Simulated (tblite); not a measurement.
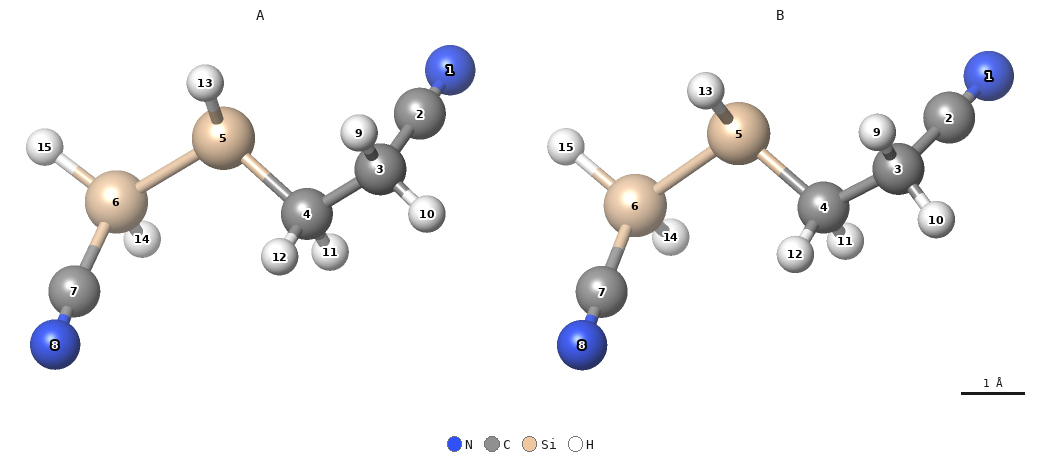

Two geometries of C₄H₇N₂Si₂ (multiplicity 2), drawn at one scale. One is the start of a relaxation, the other its converged end. The picture is a ball-and-stick view, seen from a free direction.

Level of theory: tblite, GFN2-xTB geometry optimisation, gas phase. 

Q: Which of the two is the end point?

A: Structure A is the relaxed one. Over 71 geometry steps the energy falls by 0.228 eV. The largest move after the best rigid fit is that of H13, 0.35 Å. By element the largest moves are H 0.35 Å, N 0.32 Å, C 0.21 Å, Si 0.11 Å. Near-neighbour distances that change, for instance: C4–Si5 1.875 → 1.920 Å, Si6–H15 1.499 → 1.464 Å, C2–C3 1.471 → 1.439 Å, Si5–Si6 2.313 → 2.293 Å. Bond angles that change, for instance: C7–Si6–H15 112.7° → 104.3°, Si6–Si5–H13 111.7° → 119.8°, C7–Si6–H14 111.9° → 104.0°.
